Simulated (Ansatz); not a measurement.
# AlH2BrNCl: an energy map over two coordinates

A grid of calculations on AlBrClH2N, SMILES [NH2][Al]([Cl])[Br], to see where the energy is lowest and how it rises around there.

The runs use Ansatz 0.2.0; RKS r2SCAN-D4/def2-SVP.

### 1 Starting geometry

6 atoms, charge 0, spin multiplicity 1.

Atoms are counted from 1 here; the program's logs count them from 0.

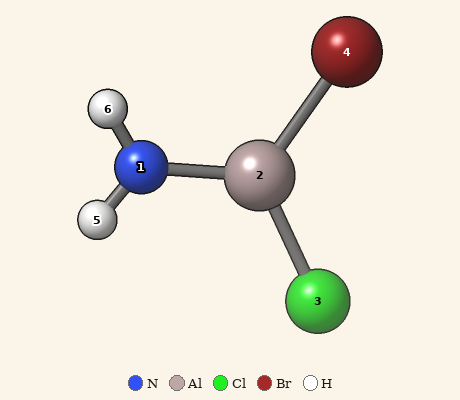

The starting geometry (nitrogen blue, aluminium light grey, chlorine green, bromine red, hydrogen white); atoms are numbered from 1 in the order of the file.

As a file:

```xyz
6
charge 0, multiplicity 1
N    -0.0606    1.0377   -0.0533
Al    0.0770   -0.7204    0.0478
Cl    1.4203   -1.5812    1.4234
Br   -1.1811   -2.0297   -1.2917
H     0.4726    1.6955    0.5189
H    -0.6859    1.5341   -0.6912
```

This geometry comes from a loose relaxation at PBE in a small basis, which is not shown.

### 2 Relaxing the molecule

input.yaml reads:

```yaml
crystal:
  periodic: [false, false, false]
  atoms:
    - { symbol: "N", position_ang: [-0.060624, 1.037739, -0.053282] }
    - { symbol: Al, position_ang: [0.076969, -0.720444, 0.047795] }
    - { symbol: Cl, position_ang: [1.42027, -1.581243, 1.423396] }
    - { symbol: Br, position_ang: [-1.181094, -2.02975, -1.291708] }
    - { symbol: H, position_ang: [0.472553, 1.695481, 0.518887] }
    - { symbol: H, position_ang: [-0.685874, 1.534117, -0.691188] }
basis:
  gaussian: { orbitals: def2-SVP }
hamiltonian:
  xc: r2scan
  dispersion: d4
output:
  forces: true
relax:
  f_tol: 0.003
  max_steps: 120
```

On the command line:

```sh
> ansatz run input.yaml --threads 1 --pin off --max-ram 2560MiB --backend cpu --events-out ev --progress --plain --runs-dir out
```

The program printed (excerpt; [...] marks lines left out):

```text
Warning: RAYON_NUM_THREADS=1 ignored (pool sized by the plan → 1); use --threads N
[...]
Functional definition: r2SCAN
[...]
1021 factors; their error is unknown
[...]
mean field -90675.37454225 eV, -3332.2585524513 hartree, gradient 4.5e-5 eV, S^2 0.000000; 0 other end points of the search recorded, 0 dependent functions left out
[...]
reference -90675.37455150 eV, -3332.2585527912 hartree; 37, 37 occupied and 55, 55 virtual orbitals, 1021 factors
relax step   1: F+E_penalty+E_count = -90675.40976925 eV  Δ(F+E_penalty+E_count) = +0.000e0 eV  max|allowed force component| = 2.022e-1 eV/Å  Δτ_max = 0.0000 Å  (28 SCF iters, accepted)
[...]
relax step   4: F+E_penalty+E_count = -90675.41561370 eV  Δ(F+E_penalty+E_count) = +1.348e-5 eV  max|allowed force component| = 1.020e-2 eV/Å  Δτ_max = 0.0075 Å  (29 SCF iters, rejected (line search))
[...]
relax step   5: F+E_penalty+E_count = -90675.41566049 eV  Δ(F+E_penalty+E_count) = -3.330e-5 eV  max|allowed force component| = 1.980e-3 eV/Å  Δτ_max = 0.0026 Å  (23 SCF iters, accepted)
1021 factors; their error is unknown
[...]
mean field -90675.38032059 eV, -3332.2587648014 hartree, gradient 2.7e-5 eV, S^2 0.000000; 1 other end points of the search recorded, 0 dependent functions left out
[...]
reference -90675.38032983 eV, -3332.2587651410 hartree; 37, 37 occupied and 55, 55 virtual orbitals, 1021 factors
Total energy: -90675.41566973 eV, -3332.2600638582 hartree
Atom 0 at    -0.060970     1.031083    -0.053204 Å, force    -0.001980    -0.000336    -0.001882 eV/Å
Atom 1 at     0.076192    -0.715992     0.047064 Å, force     0.001243    -0.000530     0.001365 eV/Å
Atom 2 at     1.412314    -1.574042     1.415631 Å, force    -0.000052    -0.000086    -0.000114 eV/Å
Atom 3 at    -1.173706    -2.021115    -1.284220 Å, force    -0.000129     0.000545    -0.000154 eV/Å
Atom 4 at     0.468520     1.686506     0.513380 Å, force     0.000473    -0.000045     0.000426 eV/Å
Atom 5 at    -0.680149     1.529460    -0.684750 Å, force     0.000445     0.000453     0.000359 eV/Å
Dipole moment:    -0.052317     0.539296    -0.041263 e Å
```

Wall time 35 s (1 thread of Arm Neoverse V2, shared host); peak memory 0.16 GiB.

Relaxation path:

| step | energy from step 1 (eV) | largest force component (eV/Å) |
| --- | --- | --- |
| 1 | 0.0000 | 0.2022 |
| 2 | -0.0054 | 0.1209 |
| 3 | -0.0059 | 0.0358 |
| 4 | -0.0058 | 0.0102 |
| 5 | -0.0059 | 0.0020 |

Bond lengths before and after, largest changes first:

| bond | before (Å) | after (Å) | change (Å) |
| --- | --- | --- | --- |
| Al2–Br4 | 2.256 | 2.245 | -0.012 |
| N1–Al2 | 1.766 | 1.755 | -0.011 |
| Al2–Cl3 | 2.107 | 2.096 | -0.010 |
| N1–H6 | 1.022 | 1.015 | -0.007 |
| N1–H5 | 1.022 | 1.015 | -0.007 |

### 3 The grid

- umbrella angle at Al2 (between each of its bonds and their common axis; 90 is planar): 9 values from 66 to 114 °
- change of the bonds Al2–N1, Al2–Cl3, Al2–Br4, all alike: 9 values from −0.224 to 0.345 Å

Nothing else is relaxed (all other coordinates rigid). Energies count from the relaxed molecule at the same level. Points are written as (first, second).

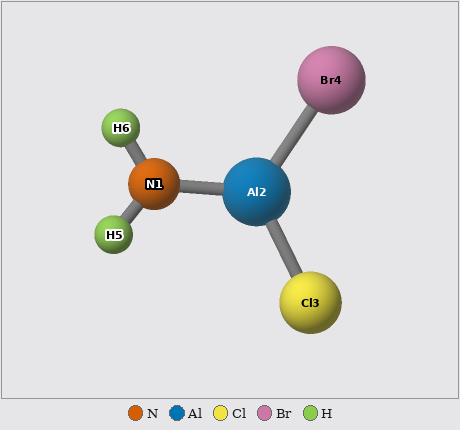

The geometry at (84°, −0.152 Å).

Of the runs on the grid, 3 are shown in the steps below; the others differ only in the two coordinates.

### 4 Point (90°, −0.010 Å)

input.yaml reads:

```yaml
crystal:
  periodic: [false, false, false]
  atoms:
    - { symbol: "N", position_ang: [-0.060179, 1.02113, -0.052642] }
    - { symbol: Al, position_ang: [0.076192, -0.715992, 0.047064] }
    - { symbol: Cl, position_ang: [1.405952, -1.569949, 1.409091] }
    - { symbol: Br, position_ang: [-1.168125, -2.0153, -1.2783] }
    - { symbol: H, position_ang: [0.469314, 1.676554, 0.513939] }
    - { symbol: H, position_ang: [-0.679355, 1.519507, -0.684191] }
basis:
  gaussian: { orbitals: def2-SVP }
hamiltonian:
  xc: r2scan
  dispersion: d4
output:
  forces: true
```

On the command line:

```sh
> ansatz run input.yaml --threads 1 --pin off --max-ram 2560MiB --backend cpu --events-out ev --progress --plain --runs-dir out
```

The program printed (excerpt; [...] marks lines left out):

```text
Warning: RAYON_NUM_THREADS=1 ignored (pool sized by the plan → 1); use --threads N
[...]
[... 1 set-up line as earlier in the session ...]
[...]
1021 factors; their error is unknown
[...]
mean field -90675.37705849 eV, -3332.2586449213 hartree, gradient 7.9e-6 eV, S^2 0.000000; 0 other end points of the search recorded, 0 dependent functions left out
[...]
reference -90675.37706772 eV, -3332.2586452605 hartree; 37, 37 occupied and 55, 55 virtual orbitals, 1021 factors
Total energy: -90675.41249643 eV, -3332.2599472415 hartree
Atom 0 at    -0.060179     1.021130    -0.052642 Å, force    -0.024165     0.271974    -0.018325 eV/Å
Atom 1 at     0.076192    -0.715992     0.047064 Å, force    -0.006475    -0.120825    -0.009655 eV/Å
Atom 2 at     1.405952    -1.569949     1.409091 Å, force     0.119851    -0.077450     0.122715 eV/Å
Atom 3 at    -1.168125    -2.015300    -1.278300 Å, force    -0.088957    -0.091980    -0.094738 eV/Å
Atom 4 at     0.469314     1.676554     0.513939 Å, force    -0.003986     0.008274    -0.004006 eV/Å
Atom 5 at    -0.679355     1.519507    -0.684191 Å, force     0.003732     0.010008     0.004009 eV/Å
Dipole moment:    -0.051420     0.537764    -0.040351 e Å
```

Run time: 5.3 s. Hardware: 1 thread of Arm Neoverse V2, shared host; peak memory 0.14 GiB.

On the map this point reads 0.31 kJ/mol.

### 5 Point (84°, −0.152 Å)

input.yaml reads:

```yaml
crystal:
  periodic: [false, false, false]
  atoms:
    - { symbol: "N", position_ang: [0.072382, 0.873869, -0.160182] }
    - { symbol: Al, position_ang: [0.076192, -0.715992, 0.047064] }
    - { symbol: Cl, position_ang: [1.455121, -1.504052, 1.168578] }
    - { symbol: Br, position_ang: [-0.925036, -1.922392, -1.338871] }
    - { symbol: H, position_ang: [0.64571, 1.527163, 0.364662] }
    - { symbol: H, position_ang: [-0.502817, 1.370116, -0.833605] }
basis:
  gaussian: { orbitals: def2-SVP }
hamiltonian:
  xc: r2scan
  dispersion: d4
output:
  forces: true
```

On the command line:

```sh
> ansatz run input.yaml --threads 1 --pin off --max-ram 2560MiB --backend cpu --events-out ev --progress --plain --runs-dir out
```

The program printed (excerpt; [...] marks lines left out):

```text
Warning: RAYON_NUM_THREADS=1 ignored (pool sized by the plan → 1); use --threads N
[...]
[... 1 set-up line as earlier in the session ...]
[...]
1021 factors; their error is unknown
[...]
mean field -90674.37696632 eV, -3332.2218922121 hartree, gradient 2.6e-5 eV, S^2 0.000000; 0 other end points of the search recorded, 0 dependent functions left out
[...]
reference -90674.37697552 eV, -3332.2218925502 hartree; 37, 37 occupied and 55, 55 virtual orbitals, 1021 factors
Total energy: -90674.41358386 eV, -3332.2232378818 hartree
Atom 0 at     0.072382     0.873869    -0.160182 Å, force    -0.231643     5.969636    -0.608767 eV/Å
Atom 1 at     0.076192    -0.715992     0.047064 Å, force    -0.527676    -2.719055     0.104054 eV/Å
Atom 2 at     1.455121    -1.504052     1.168578 Å, force     2.601387    -1.625258     2.504508 eV/Å
Atom 3 at    -0.925036    -1.922392    -1.338871 Å, force    -1.797795    -1.920048    -2.013098 eV/Å
Atom 4 at     0.645710     1.527163     0.364662 Å, force    -0.078715     0.137491    -0.053924 eV/Å
Atom 5 at    -0.502817     1.370116    -0.833605 Å, force     0.034442     0.157235     0.067225 eV/Å
Dipole moment:    -0.129967     0.513703     0.063674 e Å
```

Run time: 5.3 s. Hardware: 1 thread of Arm Neoverse V2, shared host; peak memory 0.14 GiB.

Energy on the map's scale: 97 kJ/mol.

### 6 Point (66°, 0.203 Å)

input.yaml reads:

```yaml
crystal:
  periodic: [false, false, false]
  atoms:
    - { symbol: "N", position_ang: [0.510438, 1.077997, -0.607182] }
    - { symbol: Al, position_ang: [0.076192, -0.715992, 0.047064] }
    - { symbol: Cl, position_ang: [2.088992, -1.56006, 0.770207] }
    - { symbol: Br, position_ang: [-0.451474, -1.999394, -1.969082] }
    - { symbol: H, position_ang: [1.213446, 1.687618, -0.200858] }
    - { symbol: H, position_ang: [0.065345, 1.530448, -1.399516] }
basis:
  gaussian: { orbitals: def2-SVP }
hamiltonian:
  xc: r2scan
  dispersion: d4
output:
  forces: true
```

On the command line:

```sh
> ansatz run input.yaml --threads 1 --pin off --max-ram 2560MiB --backend cpu --events-out ev --progress --plain --runs-dir out
```

The program printed (excerpt; [...] marks lines left out):

```text
Warning: RAYON_NUM_THREADS=1 ignored (pool sized by the plan → 1); use --threads N
[...]
[... 1 set-up line as earlier in the session ...]
[...]
1021 factors; their error is unknown
[...]
mean field -90673.45026045 eV, -3332.1878363993 hartree, gradient 5.5e-6 eV, S^2 0.000000; 0 other end points of the search recorded, 0 dependent functions left out
[...]
reference -90673.45026953 eV, -3332.1878367332 hartree; 37, 37 occupied and 55, 55 virtual orbitals, 1021 factors
Total energy: -90673.48561237 eV, -3332.1891355588 hartree
Atom 0 at     0.510438     1.077997    -0.607182 Å, force    -0.714993    -2.585540     1.015241 eV/Å
Atom 1 at     0.076192    -0.715992     0.047064 Å, force     3.408965     1.188099    -3.048491 eV/Å
Atom 2 at     2.088992    -1.560060     0.770207 Å, force    -2.041056     0.639957     0.015374 eV/Å
Atom 3 at    -0.451474    -1.999394    -1.969082 Å, force    -0.236831     0.743174     1.623646 eV/Å
Atom 4 at     1.213446     1.687618    -0.200858 Å, force    -0.085009     0.019977     0.312258 eV/Å
Atom 5 at     0.065345     1.530448    -1.399516 Å, force    -0.331076    -0.005667     0.081972 eV/Å
Dipole moment:    -0.468970     0.602118     0.347792 e Å
```

It took 6 s on 1 thread of Arm Neoverse V2, shared host; peak memory 0.14 GiB.

On the map this point reads 186 kJ/mol.

### 7 The map

45 points were computed, 36 more follow by symmetry. Energies in kJ/mol, from the relaxed molecule at the same level:

| change of the bonds Al2–N1, Al2–Cl3, Al2–Br4, all alike (Å) ↓, umbrella angle at Al2 (between each of its bonds and their common axis; 90 is planar) (°) → | 66 | 72 | 78 | 84 | 90 | 96 | 102 | 108 | 114 |
| --- | --- | --- | --- | --- | --- | --- | --- | --- | --- |
| 0.345 | 297 | 265 | 242 | 228 | 224 | 228 | 242 | 265 | 297 |
| 0.274 | 238 | 201 | 175 | 160 | 155 | 160 | 175 | 201 | 238 |
| 0.203 | 186 | 145 | 116 | 99 | 93 | 99 | 116 | 145 | 186 |
| 0.132 | 147 | 100 | 68 | 50 | 44 | 50 | 68 | 100 | 147 |
| 0.061 | 124 | 73 | 37 | 17 | 10 | 17 | 37 | 73 | 124 |
| −0.010 | 126 | 69 | 30 | 8 | 0 | 8 | 30 | 69 | 126 |
| −0.081 | 162 | 98 | 55 | 30 | 22 | 30 | 55 | 98 | 162 |
| −0.152 | 243 | 171 | 124 | 97 | 88 | 97 | 124 | 171 | 243 |
| −0.224 | 387 | 306 | 254 | 224 | 214 | 224 | 254 | 306 | 387 |

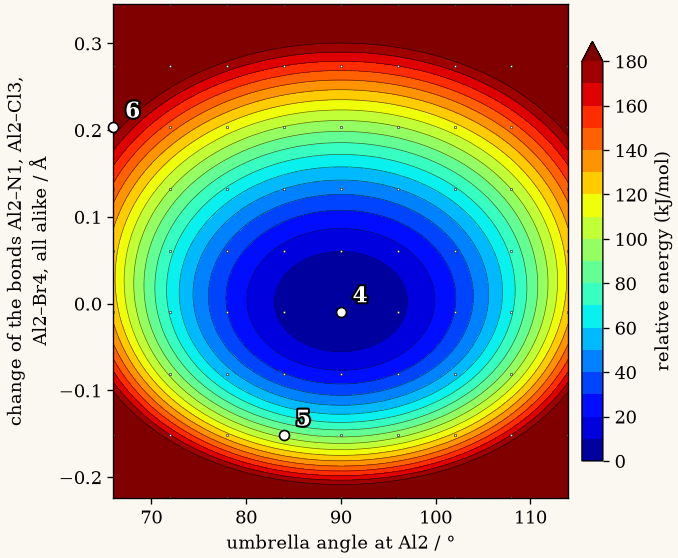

The map; numbers mark the steps of this session that print a point's run. In the figure: filled contours, dots at the grid points, one colour for all values above the top of the scale. Between grid points the surface is interpolated.

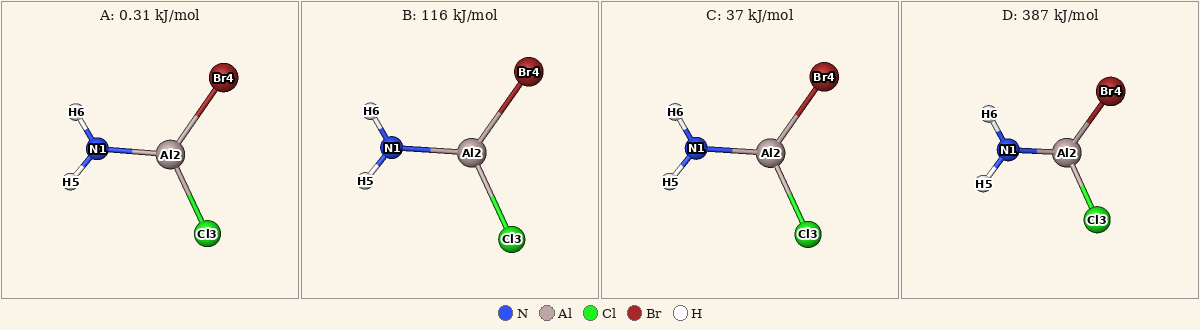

Structures on the grid, at one scale: A at (90°, −0.010 Å); B at (78°, 0.203 Å); C at (78°, 0.061 Å); D at (66°, −0.224 Å).

On the same grid, largest force on an atom (eV/Å):

```
change of the bonds Al2–N1, Al2–Cl3, Al2–Br4, all alike (Å) ↓, umbrella angle at Al2 (between each of its bonds and their common axis; 90 is planar) (°) →    66    72    78    84    90    96   102   108   114
                                                                                                                                                     0.345   5.1   4.2   4.0   4.0   4.1   4.0   4.0   4.2   5.1
                                                                                                                                                     0.274   5.0   4.1   3.7   3.8   3.8   3.8   3.7   4.1   5.0
                                                                                                                                                     0.203   4.7   3.9   3.2   3.3   3.3   3.3   3.2   3.9   4.7
                                                                                                                                                     0.132   4.2   3.4   2.5   2.5   2.6   2.5   2.5   3.4   4.2
                                                                                                                                                     0.061   3.3   2.7   1.9   1.4   1.4   1.4   1.9   2.7   3.3
                                                                                                                                                    −0.010   2.0   1.7   1.2   0.6   0.3   0.6   1.2   1.7   2.0
                                                                                                                                                    −0.081   3.4   3.1   2.8   2.7   2.6   2.7   2.8   3.1   3.4
                                                                                                                                                    −0.152   6.8   6.4   6.1   6.0   6.0   6.0   6.1   6.4   6.8
                                                                                                                                                    −0.224  11.5  11.1  10.8  10.6  10.6  10.6  10.8  11.1  11.5
```

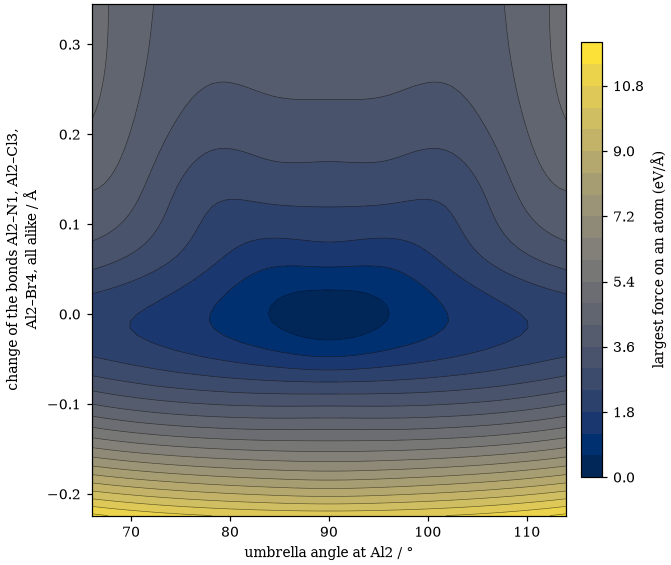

The largest force on an atom over the grid. The picture shows filled contours. Between grid points the surface is interpolated.

### 8 What came out

| quantity | value |
| --- | --- |
| lowest point | (90°, −0.010 Å), 0.31 kJ/mol |
| highest computed point | (66°, −0.224 Å), 387 kJ/mol above the lowest |
| largest force on an atom (eV/Å) | 0.3 at (90°, −0.010 Å) to 11.5 at (66°, −0.224 Å); 0.3 at the lowest point |
| time for the whole task | 7.3 min on 1 thread, shared host |

In words: The lowest computed point is at (90°, −0.010 Å), 0.31 kJ/mol from the relaxed molecule at the same level. The grid is coarse, so the true minimum lies between grid points and may sit elsewhere than the lowest one. No other kind of well shows on this grid. The highest computed point, (66°, −0.224 Å), lies 387 kJ/mol above the lowest. Round the minimum the two coordinates are nearly uncoupled.
